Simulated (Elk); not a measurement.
## Electronic structure of magnetic Fe

How do the spin channels of Fe fill?

Calculated with Elk 11.2.3 (patched build); PBE; all-electron APW+lo, Dirac cores, scalar-relativistic bands.

The database entry behind the starting cell differs from later determinations by our own check (an axis about 0.7 % long against later determinations), so it need not match the best structure at ambient conditions.

**1. Starting point**

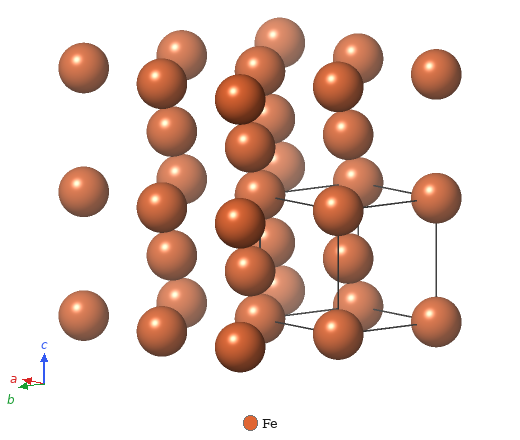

Start, viewed from a free direction; iron orange. 2×2×2 cells are drawn. This picture shows the conventional cell, with its axes. Some periodic images of atoms are drawn too.

Structure file:

```cif
data_structure
_symmetry_space_group_name_H-M 'P 1'
_symmetry_Int_Tables_number 1
_cell_length_a 2.4993
_cell_length_b 2.4993
_cell_length_c 2.4993
_cell_angle_alpha 109.471
_cell_angle_beta 109.471
_cell_angle_gamma 109.471
_cell_volume 12.02
loop_
_atom_site_label
_atom_site_type_symbol
_atom_site_fract_x
_atom_site_fract_y
_atom_site_fract_z
_atom_site_occupancy
Fe1 Fe 0.00000 0.00000 0.00000 1
```

**2. Ground-state run**

Bands and densities of states are read from a converged potential, so the magnetic state comes first.

This is the lowest of the starts that converged (ferro +).

The last three numbers of an atom's line are a seed field in its sphere. It points against the wanted moment and shrinks by the factor reducebf each loop.

The input, elk.in:

```
tasks
  0
  33
  73

xctype
  20

rgkmax
  7.0

nempty
  12

swidth
  0.005512

reducebf
  0.5

epsengy
  1e-05

maxscl
  100

lmaxi
  3

spinpol
  .true.

sppath
  './'

avec
  -2.72687479783 2.72687479783 2.72687479783
  2.72687479783 -2.72687479783 2.72687479783
  2.72687479783 2.72687479783 -2.72687479783

atoms
  1
  'Fe.in'
  1
  0.0000000000 0.0000000000 0.0000000000   0.000000 0.000000 -0.140000

ngridk
  22 22 22

plot3d
  0 0 0
  1 0 0
  0 1 0
  0 0 1
  13 13 13
```

Launch:

```sh
$ OMP_NUM_THREADS=4 elk
```

Numbers of over 12 decimals in the logs are rounded to 6 here.

Output:

```text
┌─────────────────────────┐
│ Elk code version 11.2.3 │
└─────────────────────────┘

All units are atomic (Hartree, Bohr, etc.)

┌─────────────────────────────────────────────────┐
│ Ground-state run starting from atomic densities │
└─────────────────────────────────────────────────┘

Lattice vectors :
  -2.726874798       2.726874798       2.726874798
   2.726874798      -2.726874798       2.726874798
   2.726874798       2.726874798      -2.726874798

Species : 1 (Fe)
 parameters loaded from : Fe.in
 name : iron
 nuclear charge    :   -26.00000000
 electronic charge :    26.00000000
 atomic mass :    101799.2075
 muffin-tin radius :    2.336542848
 number of radial points in muffin-tin :    993
 inner part over the whole radius :   0.9974870244E-02
 number on inner part of muffin-tin    :    700
 approximate nuclear radius :   0.7160107270E-04
 number of mesh points to nuclear radius :    332
 atomic positions (lattice), magnetic fields (Cartesian) :
  1 :   0.00000000  0.00000000  0.00000000    0.00000000  0.00000000 -0.14000000

Total number of atoms per unit cell :    1
Total muffin-tin volume :    53.43303687
 ratio of muffin-tin to unit cell volume :   0.6588010343

Spin treatment :
 spin-polarised
 global magnetic field (Cartesian) :    0.000000000       0.000000000       0.000000000
 collinear magnetisation in z-direction

Number of Bravais lattice symmetries :   48
Number of crystal symmetries         :   48
Crystal has inversion symmetry
Real symmetric eigensolver will be used

k-point grid :     22    22    22
k-point offset :    0.000000000       0.000000000       0.000000000
k-point set is reduced with full crystal symmetry group
Total number of k-points :      328

Muffin-tin radius times maximum |G+k| :    7.000000000
 using average radius
Maximum |G+k| for APW functions       :    2.995879150
Maximum (1/2)|G+k|²                   :    4.487645939
Maximum |G| for potential and density :    12.00000000
Constant for pseudocharge density :    7
 order of it for each species :   14
 order of it for pair densities of each species (exact exchange by exxq0 0: 14) :   10
Radial integration step length :    1

G-vector grid sizes :     20    20    20
Number of G-vectors :     2347

Maximum angular momentum used for
 APW functions            :    8
 outer part of muffin-tin :    6
 inner part of muffin-tin :    3

Number of empty states         :     12
Total number of valence states :     42
Total number of core states    :     10

Third-order local-orbitals added for an l without core states : T
Total number of local-orbitals :     23

Exchange-correlation functional :     20     0     0
 Perdew-Burke-Ernzerhof, Phys. Rev. Lett. 77, 3865 (1996)
 gradient requirement :    1
 generalised gradient approximation (GGA)

Smearing type :    3
 Fermi-Dirac
Smearing width :   0.5512000000E-02
Effective electronic temperature (K) :    1740.551937

Mixing type :    3
 Broyden mixing, J. Phys. A: Math. Gen. 17, L317 (1984)

Kohn-Sham potential initialised from atomic data

┌──────────────────────────────┐
│ Self-consistent loop started │
└──────────────────────────────┘

┌─────────────────┐
│ Loop number : 1 │
└─────────────────┘

Energies :
 Fermi                       :     0.200442
 sum of occupied eigenvalues :     -739.01899362250
 electron kinetic            :      1288.3141220438
 core electron kinetic       :      1149.7641613887
 Coulomb                     :     -2505.4460740854
 Coulomb potential           :     -1955.1012483382
 nuclear-nuclear             :     -225.54407463171
 electron-nuclear            :     -2613.6569882163
 Hartree                     :      333.75498876263
 Madelung                    :     -1527.8954499163
 xc potential                :     -72.104461167547
 xc effective B-field        :    -0.123033
 external B-field            :      0.000000
 exchange                    :     -54.585886749409
 correlation                 :     -1.206137
 electron entropic           :    -0.29004450028339E-02
 total energy                :     -1272.9268763764
 (external B-field energy excluded from total)

Density of states at Fermi energy :    27.92158487
 (states/Hartree/unit cell)

Estimated indirect band gap :   0.5555893568E-03
 from k-point 142 to k-point 184
Estimated direct band gap   :   0.8337445443E-03
 at k-point 2

Charges :
 core                        :    10.00000000
 valence                     :    16.00000000
 interstitial                :    1.109947408
 muffin-tins (core leakage)
  species : 1 (Fe)
   atom 1                    :    24.89005259     ( -0.2242659942E-06)
 total in muffin-tins        :    24.89005259
 total calculated charge     :    26.00008947
 total charge                :    26.00000000
 error                       :   0.8947417964E-04

Moments :
 interstitial                :  -0.2925671058E-01
 muffin-tins
  species : 1 (Fe)
   atom 1                    :    2.440050519
 total in muffin-tins        :    2.440050519
 total moment                :    2.410793809

[... earlier loops left out ...]

┌──────────────────┐
│ Loop number : 19 │
└──────────────────┘

Energies :
 Fermi                       :     0.295327
 sum of occupied eigenvalues :     -736.81225322140
 electron kinetic            :      1290.0128593099
 core electron kinetic       :      1149.7586500236
 Coulomb                     :     -2506.8749635916
 Coulomb potential           :     -1954.2183712712
 nuclear-nuclear             :     -225.54407463171
 electron-nuclear            :     -2617.4245045193
 Hartree                     :      336.09361555939
 Madelung                    :     -1529.7657779560
 xc potential                :     -72.490893285573
 xc effective B-field        :    -0.115848
 external B-field            :      0.000000
 exchange                    :     -54.729748424226
 correlation                 :     -1.206115
 electron entropic           :    -0.28036562140365E-02
 total energy                :     -1272.8007717876
 (external B-field energy excluded from total)

Density of states at Fermi energy :    27.06508815
 (states/Hartree/unit cell)

Estimated indirect band gap :   0.2349811989E-04
 from k-point 234 to k-point 309
Estimated direct band gap   :   0.2720161061E-02
 at k-point 327

Charges :
 core                        :    10.00000000
 valence                     :    16.00000000
 interstitial                :    1.044160542
 muffin-tins (core leakage)
  species : 1 (Fe)
   atom 1                    :    24.95583946     ( -0.2242658734E-06)
 total in muffin-tins        :    24.95583946
 total calculated charge     :    26.00008586
 total charge                :    26.00000000
 error                       :   0.8586220520E-04

Moments :
 interstitial                :  -0.4778470821E-01
 muffin-tins
  species : 1 (Fe)
   atom 1                    :    2.324454696
 total in muffin-tins        :    2.324454696
 total moment                :    2.276669988

┌──────────────────────────────┐
│ Self-consistent loop stopped │
└──────────────────────────────┘

Wrote STATE.OUT
```

Elapsed: 84 s, on 4 threads of Arm Neoverse V2, shared host; peak memory 0.17 GiB.

Spin moment in the muffin-tin sphere by atom:

```
atom  spin moment in the muffin-tin sphere (μB)
 Fe1                                       2.32
```

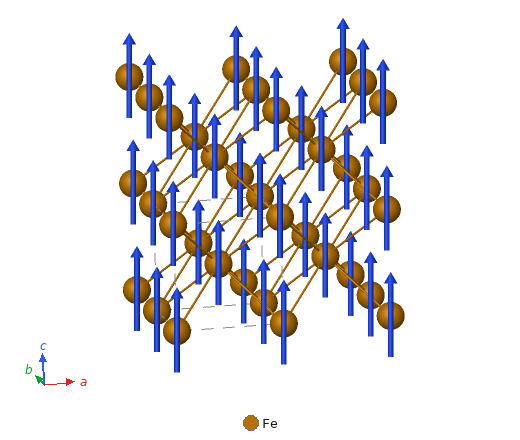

Spin moment in the muffin-tin sphere as arrows, the longest 2.32 μB. Up and down stand for the sign. Arrows give size and sign along the axis of quantisation, drawn up and down the page. 2×2×2 conventional cells are drawn. Some periodic images of atoms are drawn too.

Read from the output:

- density of states at the Fermi level: 0.9946 states/eV/cell
- moment between the spheres: -0.04779 μB
- magnetization: 2.277 μB
- final state: ferromagnetic

**3. Levels along a path and on the mesh**

The potential is kept. Point names follow a standard table for this cell's lattice and can differ from other conventions. The density of states is interpolated from the levels on the mesh (so its value at the Fermi level can differ from the smeared one of the ground-state run), and the bands are solved anew along a path of special points.

The input, elk.in:

```
tasks
  10
  20
  15

xctype
  20

rgkmax
  7.0

nempty
  12

swidth
  0.005512

reducebf
  0.5

epsengy
  1e-05

maxscl
  100

lmaxi
  3

spinpol
  .true.

sppath
  './'

avec
  -2.72687479783 2.72687479783 2.72687479783
  2.72687479783 -2.72687479783 2.72687479783
  2.72687479783 2.72687479783 -2.72687479783

atoms
  1
  'Fe.in'
  1
  0.0000000000 0.0000000000 0.0000000000   0.000000 0.000000 -0.000140

ngridk
  22 22 22

wplot
  300 60 1
  -0.35000 0.25000

plot1d
  7 84
  0.00000000 0.00000000 0.00000000
  0.50000000 -0.50000000 0.50000000
  0.00000000 0.00000000 0.50000000
  0.00000000 0.00000000 0.00000000
  0.25000000 0.25000000 0.25000000
  0.50000000 -0.50000000 0.50000000
  0.25000000 0.25000000 0.25000000
```

Launch:

```sh
$ OMP_NUM_THREADS=4 elk
```

Output:

```text
┌─────────────────────────────────┐
│ Elk code version 11.2.3 started │
└─────────────────────────────────┘

Info(readinput): the functional depends on the density's gradient
 muffin-tin radial points multiplied by    2.00000
 (not where nrmtscf is given)

┌───────────────────┐
│ Current task : 10 │
└───────────────────┘
Info(checkmt): changed muffin-tin radius of species 1 (Fe) from   2.4000 to   2.3365

Info(writedos):
 Total density of states written to TDOS.OUT

 Partial density of states written to PDOS_Sss_Aaaaa.OUT
 for all species and atoms

 Spin-quantisation axis :    0.000000000       0.000000000       1.000000000

 Eigenvalues of a random matrix symmetrised with the site
 symmetries in the Yₗₘ basis written to ELMIREP.OUT for all
 species and atoms. Degenerate eigenvalues correspond to
 irreducible representations of each site symmetry group

 Interstitial density of states written to IDOS.OUT

 Fermi energy is at zero in plots

 DOS units are states/Hartree/unit cell

┌───────────────────┐
│ Current task : 20 │
└───────────────────┘

Info(bandstr):
 Band structure plot written to BAND.OUT

 Fermi energy is at zero in plot

 Vertex location lines written to BANDLINES.OUT

┌───────────────────┐
│ Current task : 15 │
└───────────────────┘

Info(writelsj):
 muffin-tin L, S and J expectation values written to LSJ.OUT

┌──────────────────┐
│ Elk code stopped │
└──────────────────┘
```

The job ended after 2.7 min (4 threads; peak memory 0.23 GiB; 7.1 min of CPU time).

Electronic bands along the path, in eV, zero at the Fermi level; # counts the bands kept:

```
point  up #3  up #4  up #5  up #6  down #2  down #3  down #4  down #5
    Γ  -2.24  -2.24  -1.11  -1.11    -0.23    -0.23    -0.23     1.69
    H   0.00   0.00   0.00   9.42    -2.72     2.28     2.28     2.28
    N  -1.06  -0.93   0.26   0.37    -1.44     0.54     1.54     1.94
    Γ  -2.24  -2.24  -1.11  -1.11    -0.23    -0.23    -0.23     1.69
    P  -3.13  -0.91  -0.91   8.14    -1.65    -1.65     1.97     1.97
    H   0.00   0.00   0.00   9.42    -2.72     2.28     2.28     2.28
    P  -3.13  -0.91  -0.91   8.14    -1.65    -1.65     1.97     1.97
```

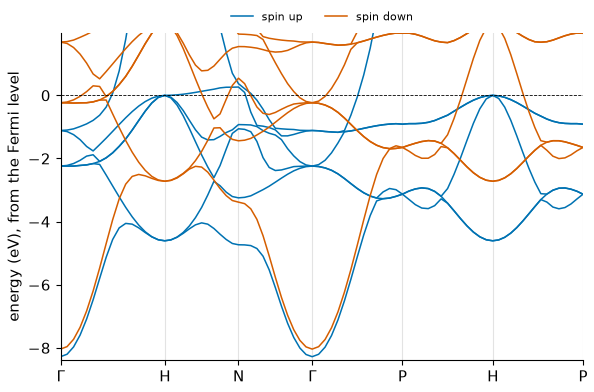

Electronic bands along the path; the two colours are the two spins.

The density of states has structure finer than the step of the table below, so its rows give means over 1 eV, whole bins alone (the curve runs from -9.52 to 6.75 eV). Peaks (eV: height): up -4.0: 1.09, -3.2: 1.86, -2.4: 1.71, -1.0: 2.80; down -2.4: 0.664, -0.7: 1.42, 1.5: 1.59, 1.9: 3.13; Fe1 d up -4.0: 0.771, -3.2: 1.60, -2.4: 1.43, -1.0: 2.71; Fe1 d down -1.4: 1.13, 1.9: 3.04.

Table of density of states by energy, zero at the Fermi level; means over each step; values in states/eV/cell:

```
energy (eV)      up     down  Fe1 d up  Fe1 d down
         -9       0        0         0           0
         -8  0.0160  0.00871    3.1e-5           0
         -7  0.0459   0.0384    8.4e-4      2.9e-4
         -6  0.0779   0.0613   0.00617     0.00183
         -5   0.233   0.0907    0.0933     0.00773
         -4   0.724    0.157     0.510      0.0361
         -3    1.18    0.384      1.00       0.195
         -2   0.776    0.561     0.655       0.400
         -1    1.71     1.28      1.63        1.00
          0   0.561    0.431     0.509       0.347
          1   0.158    0.872    0.0937       0.818
          2   0.143     1.41    0.0677        1.36
          3   0.123    0.229    0.0498       0.180
          4   0.102    0.169    0.0361       0.107
          5  0.0747    0.128    0.0233      0.0672
          6  0.0437   0.0935    0.0118      0.0416
```

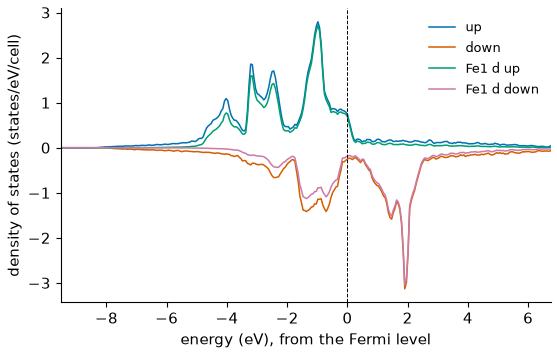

Density of states, plotted against energy. Down spins are drawn negative.

**4. Outcome**

```json
{"state": "ferromagnetic", "largest moment": "2.32 μB"}
```

**Reading.** Right at the Fermi level (the table gives means over its steps) the density of states is 0.74 states/eV a cell for spin up and 0.26 for spin down. Within the window shown, the centres of the Fe1 d states of the two spins lie 2.2 eV apart, a rough measure of the splitting of the spins. The state is the lowest of the starts that converged. These are Kohn–Sham levels without spin–orbit coupling.

[Logs and program files are shortened in this print: banners, set-up blocks, solver, clock and traceback lines can be left out without a mark of their own.]

[Logs are printed without paths, hosts, clocks, repeated set-up lines and the standing remarks that a program may print on its own settings, such as how far it seeks lower states.]

[Hosts, paths, dates, database ids (printed as entryN), source tags and the programs' standing remarks are cut or masked in the printed files.]

[Where a cell is said to come from a database of computed structures, the database is the Materials Project.]
